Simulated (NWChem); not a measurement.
**One shape, several levels: SiAsNH6 (SMILES N[AsH][SiH3])**

Aim: a comparison of 5 runs (HF/STO-3G, HF/3-21G, HF/6-311G**, B3LYP/6-31G*) of SiAsNH6. 

The calculation is run with NWChem 7.3.0.

### Step 1. The structure to begin with

The species is SiAsNH6 (9 atoms), meant as a singlet with charge 0. SMILES: `N[AsH][SiH3]`. The coordinates come from a PBE0-D4/def2-TZVP relaxation. This is one conformer, not always the lowest.

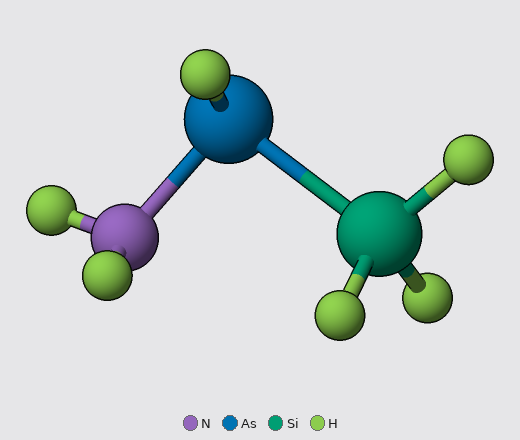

The structure, seen from a chosen angle (nitrogen purple, arsenic blue, silicon teal, hydrogen green).

### Step 2. Energy and forces at HF/STO-3G (run 1)

Input file run.py:

```python
from ase import Atoms
from ase.calculators.nwchem import NWChem

system = Atoms('NAsSiHHHHHH', positions=[
    [-1.101100, 0.719000, -1.145600],
    [0.735100, 0.438100, -0.988900],
    [0.557300, -1.064700, 0.828600],
    [-1.303700, 1.291400, -1.954300],
    [-1.525300, 1.144300, -0.332300],
    [1.144100, 1.592600, -0.059800],
    [1.889500, -1.194000, 1.477900],
    [0.123900, -2.393300, 0.326700],
    [-0.431200, -0.579700, 1.830600],
])

calc = NWChem(
    label='job',
    theory='scf',
    memory='2200 mb',
    basis='STO-3G',
    basispar='spherical bse',
    scf={'nopen': '0', 'rhf': None, 'thresh': '1e-08', 'maxiter': '80'},
)
system.calc = calc

forces = system.get_forces()
e = system.get_potential_energy()
print(f"E = {e:.6f} eV")
print("forces (eV/A):")
for s, f in zip(system.symbols, forces):
    print(f"{s:2s} {f[0]:10.5f} {f[1]:10.5f} {f[2]:10.5f}")
print("dipole (e A):", system.get_dipole_moment().round(4))
```

On the command line:

```sh
$ export ASE_NWCHEM_COMMAND="nwchem PREFIX.nwi > PREFIX.nwo"
$ python run.py
```

Output:

```text
E = -69446.747743 eV
forces (eV/A):
N     1.56256   -1.03435   -0.07430
As   -0.25958    0.52790    1.88621
Si    0.07636   -0.67203    0.35841
H    -0.36181    0.58986   -0.45010
H    -0.39076    0.61125    0.56528
H    -0.71744   -1.05091   -1.14584
H    -1.56976    0.11215   -0.68042
H     0.50347    1.44938    0.68078
H     1.15689   -0.53330   -1.14008
dipole (e A): [0.0145 0.2605 0.2135]
```

The calculator wrote job.nwi:

```
title "job"

permanent_dir job

scratch_dir job

start job

geometry units angstrom nocenter noautosym noautoz
  N  -1.1011000000000000e+00 7.1899999999999997e-01 -1.1456000000000000e+00
  As 7.3509999999999998e-01 4.3809999999999999e-01 -9.8890000000000000e-01
  Si 5.5730000000000002e-01 -1.0647000000000000e+00 8.2860000000000000e-01
  H  -1.3037000000000001e+00 1.2914000000000001e+00 -1.9542999999999999e+00
  H  -1.5253000000000001e+00 1.1443000000000001e+00 -3.3229999999999998e-01
  H  1.1440999999999999e+00 1.5926000000000000e+00 -5.9799999999999999e-02
  H  1.8895000000000000e+00 -1.1940000000000000e+00 1.4779000000000000e+00
  H  1.2390000000000000e-01 -2.3933000000000000e+00 3.2669999999999999e-01
  H  -4.3120000000000003e-01 -5.7969999999999999e-01 1.8306000000000000e+00
end

memory 2200 mb

basis spherical bse noprint
   * library STO-3G
end

scf
  nopen 0
  rhf
  thresh 1e-08
  maxiter 80
end

task scf gradient
```

job.nwo:

```text
Northwest Computational Chemistry Package (NWChem) 7.3.0
             --------------------------------------------------------

           Job information
           ---------------

    nwchem branch   = 7.3.0
    use scalapack   = T
    input           = job.nwi
    prefix          = job.
    data base       = job/job.db
    status          = startup
    nproc           =        1

           Memory information
           ------------------

    heap     =     72089594 doubles =      550.0 Mbytes
    stack    =     72089599 doubles =      550.0 Mbytes
    global   =    144179200 doubles =     1100.0 Mbytes (distinct from heap & stack)
    total    =    288358393 doubles =     2200.0 Mbytes
    verify   = yes
    hardfail = no

[... 136 lines left out ...]
 Convergence threshold     :          1.000E-08
[... 12 lines left out ...]
       Final RHF  results
[... 3 lines left out ...]
      One-electron energy =  -4100.880348909935
[... 1 line left out ...]
 Nuclear repulsion energy =    263.492776194743
[... 46 lines left out ...]
                       ROHF Final Molecular Orbital Analysis
[... 224 lines left out ...]
                         RHF ENERGY GRADIENTS

    atom               coordinates                        gradient
                 x          y          z           x          y          z
   1 N      -2.080777   1.358713  -2.164870   -0.030387   0.020115   0.001445
   2 As      1.389138   0.827889  -1.868750    0.005048  -0.010266  -0.036681
   3 Si      1.053144  -2.011991   1.565827   -0.001485   0.013069  -0.006970
[... 5 lines of this table left out ...]
   9 H      -0.814850  -1.095474   3.459332   -0.022498   0.010371   0.022171

                 ----------------------------------------
                 |  Time  |  1-e(secs)   |  2-e(secs)   |
                 ----------------------------------------
                 |  CPU   |       0.00   |       1.82   |
                 ----------------------------------------
                 |  WALL  |       0.00   |       1.82   |
                 ----------------------------------------

 Task  times  cpu:        6.5s     wall:        6.5s
 Total times  cpu:        6.5s     wall:        6.5s
```

It took 8.1 s on 1 thread of Intel Xeon Platinum 8488C (Sapphire Rapids), shared host; peak memory 0.1 GiB.

### Step 3. Energy and forces at HF/3-21G (run 2)

Input file m1.nw:

```
start m1
memory total 2200 mb
charge 0
geometry units au noautosym nocenter noautoz
   N   -2.08077744   1.35871308  -2.16487025
   As   1.38913767   0.82788902  -1.86875016
   Si   1.05314437  -2.01199140   1.56582707
   H   -2.46363595   2.44039232  -3.69309177
   H   -2.88239926   2.16241360  -0.62795599
   H    2.16203566   3.00957783  -0.11300562
   H    3.57063751  -2.25633299   2.79282624
   H    0.23413707  -4.52268153   0.61737352
   H   -0.81484990  -1.09547423   3.45933264
end
basis spherical bse
   * library 3-21G
end
scf
   thresh 1e-08
   maxiter 80
   print low
end
task scf gradient
```

On the command line:

```sh
$ nwchem m1.nw > m1.out
```

Output:

```text
[...]
  functions       =    56
[...]
  wavefunction    = RHF
[...]
         Total SCF energy =  -2568.426053009509
      One-electron energy =  -4106.439718520625
      Two-electron energy =   1274.520908208486
 Nuclear repulsion energy =    263.492757302630
        Time for solution =      5.2s
[...]
                         RHF ENERGY GRADIENTS
    atom               coordinates                        gradient
                 x          y          z           x          y          z
   1 N      -2.080777   1.358713  -2.164870   -0.015200  -0.018353  -0.001701
   2 As      1.389138   0.827889  -1.868750    0.004753  -0.007369   0.006233
   3 Si      1.053144  -2.011991   1.565827    0.001646   0.014034  -0.010302
   4 H      -2.463636   2.440392  -3.693092    0.005971   0.007533   0.000322
   5 H      -2.882399   2.162414  -0.627956    0.003986   0.006394   0.002076
   6 H       2.162036   3.009578  -0.113006   -0.000567  -0.001824   0.003603
   7 H       3.570638  -2.256333   2.792826   -0.000049   0.000203  -0.000251
   8 H       0.234137  -4.522682   0.617374   -0.000285   0.000103  -0.000512
   9 H      -0.814850  -1.095474   3.459333   -0.000256  -0.000720   0.000532
 Task  times  cpu:        7.2s     wall:        7.2s
[...]
```

Wall time 7.8 s (1 thread of Intel Xeon Platinum 8488C (Sapphire Rapids), shared host); peak memory 0.1 GiB.

Run 3 isn't shown in full; the table further down has it.

### Step 4. Energy and gradient at B3LYP/6-31G(d) (spherical functions) (run 4)

Input file struct.nw:

```
start struct
title "AsH6NSi B3LYP"
memory 2200 mb
geometry units angstroms noautosym nocenter noautoz
 N       -1.101100       0.719000      -1.145600
 As       0.735100       0.438100      -0.988900
 Si       0.557300      -1.064700       0.828600
 H       -1.303700       1.291400      -1.954300
 H       -1.525300       1.144300      -0.332300
 H        1.144100       1.592600      -0.059800
 H        1.889500      -1.194000       1.477900
 H        0.123900      -2.393300       0.326700
 H       -0.431200      -0.579700       1.830600
end
basis spherical bse
 * library 6-31G*
end
dft
 xc b3lyp
 grid xfine
 convergence energy 1e-08
 iterations 100
 mulliken
end
task dft gradient
```

On the command line:

```sh
$ nwchem struct.nw > struct.out
```

Output:

```text
[...]
          Wavefunction type:  closed shell.
          No. of atoms     :     9
          No. of electrons :    60
[...]
          Charge           :     0
          Spin multiplicity:     1
[...]
          AO basis - number of functions:    76
[...]
              XC Information
              --------------
                         B3LYP Method XC Potential
                     Hartree-Fock (Exact) Exchange  0.200
                        Slater Exchange Functional  0.800 local
                    Becke 1988 Exchange Functional  0.720 non-local
              Lee-Yang-Parr Correlation Functional  0.810
                  VWN I RPA Correlation Functional  0.190 local
[...]
 d= 0,ls=0.0,diis     1  -2583.4221711077 -2.85D+03  1.16D-02  3.42D-01     6.2
[...]
 d= 0,ls=0.0,diis     8  -2583.4651463054 -4.08D-09  5.25D-06  2.10D-07    33.4
         Total DFT energy =    -2583.465146305443
      One electron energy =    -4118.626449466163
           Coulomb energy =     1384.872187220581
    Exchange-Corr. energy =     -113.203660254605
 Nuclear repulsion energy =      263.492776194743
[...]
  wavefunction    = closed shell
                         DFT ENERGY GRADIENTS
    atom               coordinates                        gradient
                 x          y          z           x          y          z
   1 N      -2.080777   1.358713  -2.164870    0.007835   0.004044   0.001353
   2 As      1.389138   0.827889  -1.868750   -0.008848   0.001015   0.004310
   3 Si      1.053144  -2.011991   1.565827    0.000387   0.002206  -0.001408
   4 H      -2.463636   2.440392  -3.693091    0.000852  -0.002742   0.003476
   5 H      -2.882399   2.162413  -0.627956    0.001982  -0.002397  -0.003392
   6 H       2.162036   3.009578  -0.113006   -0.002145  -0.003747  -0.002194
   7 H       3.570637  -2.256333   2.792826   -0.000417   0.000540  -0.000789
   8 H       0.234137  -4.522681   0.617373    0.000074   0.000782  -0.000537
   9 H      -0.814850  -1.095474   3.459332    0.000282   0.000299  -0.000819
[...]
```

Run time: 49 s. Hardware: 1 thread of Intel Xeon Platinum 8488C (Sapphire Rapids), shared host; peak memory 0.15 GiB.

### Step 5. Energy and gradient at B3LYP/6-31G(d) (Cartesian functions) (run 5)

Input file ash6nsi.nw:

```
start ash6nsi
memory stack 880 mb heap 220 mb global 1100 mb

geometry units angstroms noautosym nocenter noautoz
 N     -1.101100     0.719000    -1.145600
 As     0.735100     0.438100    -0.988900
 Si     0.557300    -1.064700     0.828600
 H     -1.303700     1.291400    -1.954300
 H     -1.525300     1.144300    -0.332300
 H      1.144100     1.592600    -0.059800
 H      1.889500    -1.194000     1.477900
 H      0.123900    -2.393300     0.326700
 H     -0.431200    -0.579700     1.830600
end

basis
 * library 6-31G*
end

dft
 xc b3lyp
 mult 1
 grid xfine
 convergence energy 1e-08
 iterations 100
 mulliken
 noprint "final vectors analysis"
end

task dft gradient
```

On the command line:

```sh
$ nwchem ash6nsi.nw > ash6nsi.out
```

Output:

```text
[...]
          Wavefunction type:  closed shell.
          No. of atoms     :     9
          No. of electrons :    60
[...]
          Charge           :     0
          Spin multiplicity:     1
[...]
          AO basis - number of functions:    81
[...]
              XC Information
              --------------
                         B3LYP Method XC Potential
                     Hartree-Fock (Exact) Exchange  0.200
                        Slater Exchange Functional  0.800 local
                    Becke 1988 Exchange Functional  0.720 non-local
              Lee-Yang-Parr Correlation Functional  0.810
                  VWN I RPA Correlation Functional  0.190 local
[...]
 d= 0,ls=0.0,diis     1  -2583.4281037306 -2.85D+03  1.21D-02  1.35D+00     7.1
[...]
 d= 0,ls=0.0,diis     8  -2583.4743274965  1.95D-09  8.10D-06  6.39D-07    37.0
         Total DFT energy =    -2583.474327496469
      One electron energy =    -4118.507502299833
           Coulomb energy =     1384.692153250115
    Exchange-Corr. energy =     -113.151754641494
 Nuclear repulsion energy =      263.492776194743
[...]
  wavefunction    = closed shell
                         DFT ENERGY GRADIENTS
    atom               coordinates                        gradient
                 x          y          z           x          y          z
   1 N      -2.080777   1.358713  -2.164870    0.007735   0.004403   0.001380
   2 As      1.389138   0.827889  -1.868750   -0.008766   0.000760   0.004499
   3 Si      1.053144  -2.011991   1.565827    0.000444   0.002258  -0.001550
   4 H      -2.463636   2.440392  -3.693091    0.000901  -0.002873   0.003425
   5 H      -2.882399   2.162413  -0.627956    0.001998  -0.002491  -0.003352
   6 H       2.162036   3.009578  -0.113006   -0.002243  -0.003698  -0.002234
   7 H       3.570637  -2.256333   2.792826   -0.000408   0.000548  -0.000803
   8 H       0.234137  -4.522681   0.617373    0.000078   0.000773  -0.000549
   9 H      -0.814850  -1.095474   3.459332    0.000261   0.000320  -0.000816
[...]
```

It took 54 s on 1 thread of Intel Xeon Platinum 8488C (Sapphire Rapids), shared host; peak memory 0.15 GiB.

### Step 6. The series

| run | level | iteration cap | module | energy (Eh) | dipole moment (D) | HOMO energy (eV) | LUMO energy (eV) | wall time |
| --- | --- | --- | --- | --- | --- | --- | --- | --- |
| 1 | HF/STO-3G | 80 | scf | -2552.120928 | 1.62 | -7.04 | 9.46 | 8.1 s |
| 2 | HF/3-21G | 80 | scf | -2568.426053 | – | – | – | 7.8 s |
| 3 | HF/6-311G** | 80 | scf | -2581.044899 | 1.39 | -9.54 | 2.83 | 58 s |
| 4 | B3LYP/6-31G* (spherical functions) | 100 | dft | -2583.465146 | 1.53 | -6.70 | -0.24 | 49 s |
| 5 | B3LYP/6-31G* (Cartesian functions) | 100 | dft | -2583.474327 | 1.53 | – | – | 54 s |

### Step 7. Results

```
                       quantity           value
            run 5: total energy  -2583.47433 Eh
           run 5: dipole moment          1.53 D
run 5: largest force on an atom      0.508 eV/Å
```

**Reading.** Over runs 1, 3, 4, 5 the dipole moment (its size) runs from 1.39 D (HF/6-311G**) to 1.62 D (HF/STO-3G). Over runs 1, 3, 4 the HOMO–LUMO gap runs from 6.46 eV (B3LYP/6-31G*) to 16.50 eV (HF/STO-3G). The two ends differ in method and basis. In run 1 the basis is minimal, so the values are rough. All runs together took 2.9 min, the longest 58 s.
